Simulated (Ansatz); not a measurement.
**Ligand exchange: SiH2(SiH3)Br + C2H7MgN → SiH2(NH2)(SiH3) + C2H5BrMg**

Species: SiH2(SiH3)Br, singlet; C2H7MgN `C[CH2][Mg][NH2]`, singlet; SiH2(NH2)(SiH3), singlet; C2H5BrMg `C[CH2][Mg][Br]`, singlet. The partners trade Br for NH2: Si–Br and Mg–NH2 bonds give way to Si–NH2 and Mg–Br.

Shapes, held fixed at every level: PBE0-D4/def2-TZVP. Flexible molecules stand in one conformer, not always the lowest. Programs: Ansatz 0.2.0. Electronic energies: no zero-point or thermal term.

```
              level                    kind  ΔE (kJ/mol)  less CCSD(T)/def2-TZVPP
      HF/def2-TZVPP            Hartree–Fock       -131.1                    -25.1
B3LYP-D4/def2-TZVPP           global hybrid       -106.9                     -0.9
 wB97X-V/def2-TZVPP  range-separated hybrid       -109.6                     -3.6
  B2PLYP/def2-TZVPP           double hybrid       -107.9                     -1.9
       MP2/def2-SVP     perturbation theory       -112.3                     -6.3
    CCSD/def2-TZVPP   coupled cluster or CI       -108.9                     -2.9
 CCSD(T)/def2-TZVPP   coupled cluster or CI       -106.0                      0.0
```

The highest level, CCSD(T)/def2-TZVPP, gives ΔE = -106.0 kJ/mol; the levels span -131.1 to -106.0. The column of differences is taken from that level and isn't an error. No measured value is set beside it here. Relativity is left out for Br. Outer-core shells of Br, Mg are correlated, in sets that cover them unevenly.

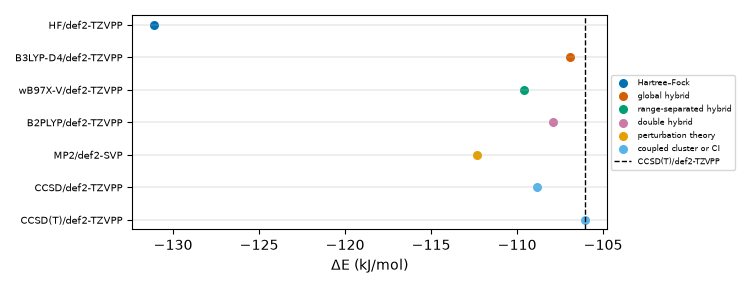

The values of the table, level by level.
